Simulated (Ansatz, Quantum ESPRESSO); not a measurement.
# Ni: work function by face, part 6 of 7

Wanted: work functions of Ni face by face, under two functionals.

Quantum ESPRESSO 7.5; plane-wave DFT, PBE, GBRV ultrasoft pseudopotentials; geometry and cross-check by Ansatz 0.2.0 with PAW datasets.

So far. Step 11 (Potential by pp.x of (100)): On (100) the work function under PBEsol lies +0.11 eV from PBE's. Step 12 (Geometry from Ansatz of (110)): The relaxation lowers the energy by 11 meV an atom. Held were the atoms numbered 3, 4 and 5; the forces quoted are those on the free ones.

## 13. SCF with pw.x of (110), PBE

Level of this step: plane-wave DFT, PBE, GBRV ultrasoft pseudopotentials (Quantum ESPRESSO 7.5).

File 110.pbe.in:

```
&control
  prefix = '110.pbe'
  outdir = './out'
  pseudo_dir = './pseudo'
  calculation = 'scf'
  tprnfor = .true.
/
&system
  ibrav = 0
  nat = 7
  ntyp = 1
  ecutwfc = 40
  ecutrho = 200
  occupations = 'smearing'
  smearing = 'mv'
  degauss = 0.02
  nspin = 2
  starting_magnetization(1) = 0.12
/
&electrons
  conv_thr = 1e-07
  mixing_beta = 0.4
  electron_maxstep = 120
  mixing_mode = 'local-TF'
/
ATOMIC_SPECIES
  Ni  58.6934  ni_pbe_v1.4.uspp.F.UPF
CELL_PARAMETERS angstrom
  3.52000000000000 0.00000000000000 0.00000000000000
  0.00000000000000 2.48901586980000 0.00000000000000
  0.00000000000000 0.00000000000000 23.46704760930000
ATOMIC_POSITIONS crystal
  Ni  -0.000000000000 0.000000000000 0.344523311087
  Ni  0.500000000000 0.500000000000 0.392103474695
  Ni  0.000000000000 0.000000000000 0.446967852300
  Ni  0.500000000000 0.500000000000 0.500000000000
  Ni  0.000000000000 0.000000000000 0.553032147700
  Ni  0.500000000000 0.500000000000 0.607896531272
  Ni  0.000000000000 -0.000000000000 0.655476670534
K_POINTS automatic
  8 12 1 0 0 0
```

Run with:

```console
$ OMP_NUM_THREADS=1 mpirun -n 8 pw.x -nk 4 -in 110.pbe.in > 110.pbe.out
```

What it wrote:

```text
[banner, memory and clock lines left out]
Program PWSCF v.7.5 starts

          URL

     Message from routine setup:
     using ibrav=0 with symmetry is DISCOURAGED, use correct ibrav instead

     bravais-lattice index     =            0
     lattice parameter (alat)  =       6.6518  a.u.
     unit-cell volume          =    1387.4757 (a.u.)^3
     number of atoms/cell      =            7
     number of atomic types    =            1
     number of electrons       =       126.00
     number of Kohn-Sham states=           76
     kinetic-energy cutoff     =      40.0000  Ry
     charge density cutoff     =     200.0000  Ry
     scf convergence threshold =      1.0E-07
     mixing beta               =       0.4000
     number of iterations used =            8  local-TF  mixing
     Exchange-correlation=  SLA  PW   PBX  PBC
                           (   1   4   3   4   0   0   0)

     celldm(1)=   6.651836  celldm(2)=   0.000000  celldm(3)=   0.000000
     celldm(4)=   0.000000  celldm(5)=   0.000000  celldm(6)=   0.000000

     crystal axes: (cart. coord. in units of alat)
               a(1) = (   1.000000   0.000000   0.000000 )
               a(2) = (   0.000000   0.707107   0.000000 )
               a(3) = (   0.000000   0.000000   6.666775 )

     reciprocal axes: (cart. coord. in units 2 pi/alat)
               b(1) = (  1.000000  0.000000  0.000000 )
               b(2) = (  0.000000  1.414214  0.000000 )
               b(3) = (  0.000000  0.000000  0.149998 )

     PseudoPot. # 1 for Ni read from file:
     ./pseudo/ni_pbe_v1.4.uspp.F.UPF
     Pseudo is Ultrasoft + core correction, Zval = 18.0
     Generated by new atomic code, or converted to UPF format
     Using radial grid of  865 points,  6 beta functions with:
                l(1) =   0
                l(2) =   0
                l(3) =   1
                l(4) =   1
                l(5) =   2
                l(6) =   2
     Q(r) pseudized with 10 coefficients,  rinner =    0.980   0.980   0.980
                                                       0.980   0.980

     atomic species   valence    mass     pseudopotential
     Ni               18.00    58.69340     Ni( 1.00)

     Starting magnetic structure
     atomic species   magnetization
     Ni              0.120

      8 Sym. Ops., with inversion, found

   Cartesian axes

     site n.     atom                  positions (alat units)
         1        Ni     tau(   1) = (   0.0000000   0.0000000   2.2968594  )
         2        Ni     tau(   2) = (   0.5000000   0.3535534   2.6140656  )
         3        Ni     tau(   3) = (   0.0000000   0.0000000   2.9798341  )
         4        Ni     tau(   4) = (   0.5000000   0.3535534   3.3333874  )
         5        Ni     tau(   5) = (   0.0000000   0.0000000   3.6869408  )
         6        Ni     tau(   6) = (   0.5000000   0.3535534   4.0527093  )
         7        Ni     tau(   7) = (   0.0000000   0.0000000   4.3699154  )

     number of k points=    35  Marzari-Vanderbilt smearing, width (Ry)=  0.0200
                       cart. coord. in units 2pi/alat
        k(    1) = (   0.0000000   0.0000000   0.0000000), wk =   0.0104167
        k(    2) = (   0.0000000   0.1178511   0.0000000), wk =   0.0208333
        k(    3) = (   0.0000000   0.2357023   0.0000000), wk =   0.0208333
        k(    4) = (   0.0000000   0.3535534   0.0000000), wk =   0.0208333
        k(    5) = (   0.0000000   0.4714045   0.0000000), wk =   0.0208333
        k(    6) = (   0.0000000   0.5892557   0.0000000), wk =   0.0208333
        k(    7) = (   0.0000000  -0.7071068   0.0000000), wk =   0.0104167
        k(    8) = (   0.1250000   0.0000000   0.0000000), wk =   0.0208333
        k(    9) = (   0.1250000   0.1178511   0.0000000), wk =   0.0416667
        k(   10) = (   0.1250000   0.2357023   0.0000000), wk =   0.0416667
        k(   11) = (   0.1250000   0.3535534   0.0000000), wk =   0.0416667
        k(   12) = (   0.1250000   0.4714045   0.0000000), wk =   0.0416667
        k(   13) = (   0.1250000   0.5892557   0.0000000), wk =   0.0416667
        k(   14) = (   0.1250000  -0.7071068   0.0000000), wk =   0.0208333
        k(   15) = (   0.2500000   0.0000000   0.0000000), wk =   0.0208333
        k(   16) = (   0.2500000   0.1178511   0.0000000), wk =   0.0416667
        k(   17) = (   0.2500000   0.2357023   0.0000000), wk =   0.0416667
        k(   18) = (   0.2500000   0.3535534   0.0000000), wk =   0.0416667
        k(   19) = (   0.2500000   0.4714045   0.0000000), wk =   0.0416667
        k(   20) = (   0.2500000   0.5892557   0.0000000), wk =   0.0416667
        k(   21) = (   0.2500000  -0.7071068   0.0000000), wk =   0.0208333
        k(   22) = (   0.3750000   0.0000000   0.0000000), wk =   0.0208333
        k(   23) = (   0.3750000   0.1178511   0.0000000), wk =   0.0416667
        k(   24) = (   0.3750000   0.2357023   0.0000000), wk =   0.0416667
        k(   25) = (   0.3750000   0.3535534   0.0000000), wk =   0.0416667
        k(   26) = (   0.3750000   0.4714045   0.0000000), wk =   0.0416667
        k(   27) = (   0.3750000   0.5892557   0.0000000), wk =   0.0416667
        k(   28) = (   0.3750000  -0.7071068   0.0000000), wk =   0.0208333
        k(   29) = (  -0.5000000   0.0000000   0.0000000), wk =   0.0104167
        k(   30) = (  -0.5000000   0.1178511   0.0000000), wk =   0.0208333
        k(   31) = (  -0.5000000   0.2357023   0.0000000), wk =   0.0208333
        k(   32) = (  -0.5000000   0.3535534   0.0000000), wk =   0.0208333
        k(   33) = (  -0.5000000   0.4714045   0.0000000), wk =   0.0208333
        k(   34) = (  -0.5000000   0.5892557   0.0000000), wk =   0.0208333
        k(   35) = (  -0.5000000  -0.7071068   0.0000000), wk =   0.0104167

     Dense  grid:    66259 G-vectors     FFT dimensions: (  30,  24, 200)

     Smooth grid:    47591 G-vectors     FFT dimensions: (  27,  20, 180)

     Check: negative core charge=   -0.000015
     Generating pointlists ...
     new r_m :   0.2817 (alat units)  1.8740 (a.u.) for type    1

     Initial potential from superposition of free atoms

     starting charge     112.0000, renormalised to     126.0000

     negative rho (up, down):  1.966E-03 1.545E-03
     Starting wfcs are   91 randomized atomic wfcs

     per-process dynamical memory:   104.0 Mb

     Self-consistent Calculation

     iteration #  1     ecut=    40.00 Ry     beta= 0.40
     Davidson diagonalization with overlap
     ethr =  1.00E-02,  avg # of iterations = 10.4

     negative rho (up, down):  3.467E-01 3.529E-01

[...]
5.2601   5.7547   6.8524   7.1615   8.7257   9.1431  10.0563  10.4777
    10.6921  11.5426  11.6971  12.1620

          k = 0.3750-0.7071 0.0000 (  5922 PWs)   bands (ev):

   -98.9621 -98.9565 -98.9530 -98.9525 -98.9298 -98.5825 -98.5825 -59.4864
   -59.4813 -59.4747 -59.4600 -59.4572 -59.4143 -59.3973 -59.3874 -59.3712
   -59.3447 -59.3447 -59.3204 -59.3182 -59.3046 -59.2827 -59.1270 -59.1270
   -59.0026 -59.0026 -58.9420 -58.9415  -0.3615  -0.2323   0.2077   0.3325
     0.3826   0.5965   0.7241   0.9121   1.2003   1.2853   1.3177   1.6780
     1.7712   1.8274   1.8485   2.0646   2.1549   2.1562   2.2146   2.3589
     2.4136   2.6590   2.8626   3.2367   3.2491   3.3418   3.3740   3.6234
     3.6303   3.8282   4.0192   4.0640   4.0768   4.0842   4.2292   4.8517
     5.0727   6.2591   6.5391   8.1471   8.3785   9.5714  10.3942  10.4658
    10.8436  11.2087  11.2637  11.5926

          k =-0.5000 0.0000 0.0000 (  5974 PWs)   bands (ev):

   -98.9736 -98.9678 -98.9644 -98.9640 -98.9412 -98.5940 -98.5940 -59.4962
   -59.4509 -59.4436 -59.4050 -59.3987 -59.3499 -59.3366 -59.3363 -59.3167
   -59.3155 -59.3107 -59.3075 -59.3053 -59.3046 -59.2869 -59.0226 -59.0225
   -59.0111 -59.0110 -58.9471 -58.9469  -2.1093  -1.9856  -1.2635  -1.2095
    -0.7452  -0.1480  -0.1424   1.2229   1.2607   1.5451   1.5559   1.9371
     1.9837   2.0542   2.0915   2.1180   2.1742   2.2281   2.3991   2.4098
     2.4859   2.5635   2.7454   2.8047   2.9059   2.9927   3.0191   3.1895
     3.6215   3.6235   3.6529   3.7257   3.8107   3.8367   3.9303   3.9671
     3.9707   4.0521   4.0649   4.0911   4.1412   4.1556   6.1462   6.3141
    10.0142  10.3910  10.8372  11.0384

          k =-0.5000 0.1179 0.0000 (  5936 PWs)   bands (ev):

   -98.9728 -98.9671 -98.9637 -98.9632 -98.9404 -98.5932 -98.5932 -59.4930
   -59.4494 -59.4406 -59.4079 -59.4005 -59.3518 -59.3461 -59.3453 -59.3297
   -59.3170 -59.3168 -59.3085 -59.3028 -59.2995 -59.2875 -59.0298 -59.0298
   -59.0102 -59.0101 -58.9468 -58.9465  -1.9646  -1.8380  -1.1241  -1.0620
    -0.6109  -0.0101  -0.0078   1.2367   1.2778   1.5403   1.5440   1.9025
     1.9494   1.9959   2.0800   2.1041   2.1197   2.1709   2.3025   2.3120
     2.5687   2.5710   2.6193   2.7219   2.8401   3.0011   3.1129   3.2312
     3.2404   3.3078   3.6120   3.6263   3.6838   3.6888   3.8429   3.8470
     3.9736   4.1183   4.1913   4.5306   4.7070   5.0392   6.3551   6.5955
    10.1317  10.5526  11.0041  11.1900

          k =-0.5000 0.2357 0.0000 (  5934 PWs)   bands (ev):

   -98.9707 -98.9650 -98.9616 -98.9611 -98.9384 -98.5911 -98.5911 -59.4840
   -59.4459 -59.4331 -59.4180 -59.4105 -59.3696 -59.3640 -59.3588 -59.3473
   -59.3316 -59.3312 -59.3061 -59.3006 -59.2954 -59.2893 -59.0495 -59.0495
   -59.0082 -59.0081 -58.9459 -58.9455  -1.5677  -1.4327  -0.7471  -0.6559
    -0.2397   0.3403   0.3577   1.2844   1.3228   1.4674   1.5441   1.6220
     1.7805   1.9073   1.9240   1.9657   2.1210   2.1216   2.1942   2.3856
     2.4535   2.5619   2.5727   2.6030   2.6974   2.7478   3.0323   3.0349
     3.1588   3.2043   3.5411   3.5858   3.5923   3.6934   3.9285   3.9589
     3.9649   4.4724   4.6166   5.1394   5.4471   6.1546   6.8927   7.3647
    10.4761  11.0372  11.2738  11.6528

          k =-0.5000 0.3536 0.0000 (  5906 PWs)   bands (ev):

   -98.9679 -98.9622 -98.9587 -98.9582 -98.9355 -98.5882 -98.5882 -59.4703
   -59.4435 -59.4371 -59.4339 -59.4297 -59.3907 -59.3880 -59.3725 -59.3636
   -59.3455 -59.3371 -59.3066 -59.3037 -59.2946 -59.2890 -59.0758 -59.0758
   -59.0057 -59.0057 -58.9447 -58.9442  -1.0495  -0.9041  -0.2739  -0.1229
     0.2771   0.7240   0.7607   1.2636   1.3873   1.4171   1.4537   1.4831
     1.5335   1.6852   1.8191   1.8980   1.9689   2.0884   2.1885   2.2541
     2.2561   2.5764   2.6837   2.7042   2.7290   2.7480   2.8869   3.0133
     3.2525   3.3193   3.5644   3.5880   3.5974   3.6995   3.9566   4.1681
     4.2537   4.8590   5.0916   5.8082   6.2769   7.4313   7.6403   8.4941
    11.0440  11.8418  12.3342  12.4457

          k =-0.5000 0.4714 0.0000 (  5922 PWs)   bands (ev):

   -98.9650 -98.9593 -98.9558 -98.9554 -98.9326 -98.5854 -98.5854 -59.4618
   -59.4611 -59.4536 -59.4480 -59.4475 -59.4149 -59.3855 -59.3837 -59.3777
   -59.3562 -59.3320 -59.3143 -59.3082 -59.2971 -59.2858 -59.1014 -59.1014
   -59.0035 -59.0035 -58.9436 -58.9430  -0.6350  -0.4894   0.0677   0.2832
     0.7208   0.7999   1.1013   1.1062   1.1840   1.3085   1.4934   1.5079
     1.6113   1.7125   1.7705   1.8616   1.9071   2.0682   2.0759   2.2568
     2.2571   2.6674   2.6700   2.9345   2.9495   2.9734   3.1056   3.1848
     3.4557   3.5094   3.6316   3.7057   3.7111   3.7624   3.9996   4.4069
     4.5287   5.3255   5.6397   6.6369   7.2221   8.5784   8.8656   9.8812
    11.8463  12.5871  12.6441  12.6666

          k =-0.5000 0.5893 0.0000 (  5934 PWs)   bands (ev):

   -98.9629 -98.9573 -98.9537 -98.9533 -98.9306 -98.5833 -98.5832 -59.4832
   -59.4795 -59.4681 -59.4570 -59.4379 -59.4354 -59.3907 -59.3839 -59.3679
   -59.3658 -59.3293 -59.3226 -59.3098 -59.3025 -59.2830 -59.1196 -59.1196
   -59.0021 -59.0021 -58.9428 -58.9422  -0.4452  -0.3072   0.1988   0.4439
     0.5909   0.8450   1.0342   1.0750   1.1935   1.3777   1.4740   1.5338
     1.6460   1.7474   1.8373   1.9135   1.9500   2.1070   2.2165   2.2713
     2.3755   2.6376   2.7479   3.1007   3.2184   3.2527   3.2750   3.5972
     3.6399   3.7620   3.8365   3.9232   3.9297   3.9605   4.1424   4.5336
     4.7143   5.9668   6.3006   7.7483   8.3131   9.7656  10.3628  10.7012
    10.7634  11.2162  11.3759  11.6423

          k =-0.5000-0.7071 0.0000 (  5928 PWs)   bands (ev):

   -98.9621 -98.9565 -98.9530 -98.9525 -98.9298 -98.5825 -98.5825 -59.4911
   -59.4865 -59.4758 -59.4617 -59.4430 -59.4294 -59.3981 -59.3800 -59.3720
   -59.3522 -59.3438 -59.3157 -59.3103 -59.3078 -59.2818 -59.1261 -59.1261
   -59.0016 -59.0015 -58.9425 -58.9419  -0.4010  -0.2661   0.2267   0.4927
     0.5401   0.7338   0.9697   1.0097   1.3221   1.3705   1.4404   1.5996
     1.6019   1.7908   1.8492   1.9549   2.0560   2.0944   2.1908   2.2991
     2.5552   2.6301   2.7585   3.1092   3.2585   3.2594   3.3626   3.6642
     3.9750   3.9971   4.0174   4.0476   4.0761   4.0793   4.2314   4.5010
     4.7757   6.4316   6.7323   8.6660   9.0994   9.9146   9.9527  10.2287
    10.4069  10.7755  10.8830  11.6713

     the Fermi energy is     3.8203 ev

!    total energy              =   -2402.75800824 Ry
     estimated scf accuracy    <       0.00000006 Ry
     smearing contrib. (-TS)   =      -0.00206535 Ry
     internal energy E=F+TS    =   -2402.75594289 Ry

     The total energy is F=E-TS. E is the sum of the following terms:
     one-electron contribution =  -20312.67873524 Ry
     hartree contribution      =   10172.92571693 Ry
     xc contribution           =    -248.74899502 Ry
     ewald contribution        =    7985.74607043 Ry

     total magnetization       =     5.04 Bohr mag/cell
     absolute magnetization    =     5.77 Bohr mag/cell

     convergence has been achieved in  26 iterations

     negative rho (up, down):  4.005E-04 5.225E-04

     Forces acting on atoms (cartesian axes, Ry/au):

     atom    1 type  1   force =     0.00000000    0.00000000    0.00057683
     atom    2 type  1   force =     0.00000000    0.00000000    0.00072684
     atom    3 type  1   force =     0.00000000    0.00000000    0.00486825
     atom    4 type  1   force =     0.00000000    0.00000000    0.00000000
     atom    5 type  1   force =     0.00000000    0.00000000   -0.00486825
     atom    6 type  1   force =     0.00000000    0.00000000   -0.00072684
     atom    7 type  1   force =     0.00000000    0.00000000   -0.00057683

     Total force =     0.007009     Total SCF correction =     0.002281
     SCF correction compared to forces is large: reduce conv_thr to get better values

     XML data file, charge density, pseudopotentials, collected wavefunctions

                                        0.00s GPU  (    2746 calls)
```

Wall time 3.2 min (8 MPI ranks of Arm Neoverse V2, shared host); peak memory 1.3 GiB; 25 min of CPU time.

Numbers from this step:

```
free energy            : -32691.1881 eV
Fermi energy           : 3.820 eV
magnetization          : 5.04 μB
absolute magnetization : 5.77 μB
site moments           : 0.8231, 0.7559, 0.7303, 0.7149, 0.7303, 0.7559, 0.8231 μB
```

## 14. Electrostatic potential of (110)

File 110.pbe.pot.in:

```
&inputpp
  prefix = '110.pbe'
  outdir = './out'
  filplot = '110.pbe.pot.dat'
  plot_num = 11
/
```

Run with:

```console
$ OMP_NUM_THREADS=1 mpirun -n 8 pp.x -in 110.pbe.pot.in > 110.pbe.pot.out
```

What it wrote:

```text
[banner, memory and clock lines left out]
Program POST-PROC v.7.5 starts

          URL

     ./out/110.pbe.save/

     IMPORTANT: XC functional enforced from input :
     Exchange-correlation= PBE
                           (   1   4   3   4   0   0   0)
     Any further DFT definition will be discarded
     Please, verify this is what you really want

     Check: negative core charge=   -0.000015

     negative rho (up, down):  4.005E-04 5.225E-04

     Calling punch_plot, plot_num =  11
     Writing data to file  110.pbe.pot.dat
     Message from routine chdens:
     namelist plot not found or invalid, exiting
```

Wall time 0.79 s (8 MPI ranks); peak memory 0.1 GiB.

Read from the output:

```
work function of the upper face                                       : 4.549 eV
slope of the potential above                                          : 2.80e-4 eV/Å
upper vacuum line continued to the top atoms, over the Fermi level    : 4.548 eV
work function of the lower face                                       : 4.549 eV
slope of the potential below                                          : -2.39e-4 eV/Å
lower vacuum line continued to the bottom atoms, over the Fermi level : 4.548 eV
```

The potential energy, planar mean oscillates, so the rows of the table below give means over windows of 1.17 Å about each position, cut where the curve ends. Its maxima inside the range that stand out by 2 % of the span (Å: eV): 8.7: -9.29, 9.9: -6.02, 11.1: -6.81, 12.3: -6.81, 13.6: -6.02, 14.8: -9.29. Its minima: 8.1: -14.9, 9.2: -15.3, 10.4: -14.9, 11.7: -15.0, 13.0: -14.9, 14.3: -15.3, 15.4: -14.9.

Electrostatic potential energy of an electron; zero at the Fermi level. Potential energy, planar mean against z; means over each step:

| z (Å) | potential energy, planar mean (eV) |
| --- | --- |
| 0.58 | 4.55 |
| 1.75 | 4.55 |
| 2.92 | 4.55 |
| 4.09 | 4.55 |
| 5.26 | 4.52 |
| 6.43 | 3.96 |
| 7.60 | -5.68 |
| 8.77 | -12.4 |
| 9.95 | -10.2 |
| 11.11 | -10.7 |
| 12.29 | -10.8 |
| 13.45 | -10.3 |
| 14.62 | -12.3 |
| 15.79 | -6.62 |
| 16.96 | 3.84 |
| 18.13 | 4.51 |
| 19.30 | 4.55 |
| 20.48 | 4.55 |
| 21.64 | 4.55 |
| 22.81 | 4.55 |

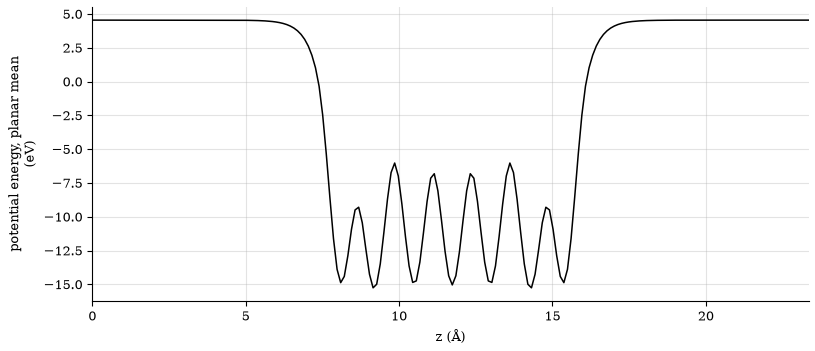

Potential energy, planar mean against z.

[end of part 6 of 7]

[Logs are printed without paths, hosts, clocks, repeated set-up lines and the standing remarks that a program may print on its own settings, such as how far it seeks lower states.]

[Hosts, paths, dates, database ids (printed as entryN), source tags and the programs' standing remarks are cut or masked in the printed files.]

[Maps of the electrostatic potential energy from Ansatz leave out the sawtooth potential of an applied field or a dipole correction, so their vacuum need not be flat; planar profiles and work functions include it.]
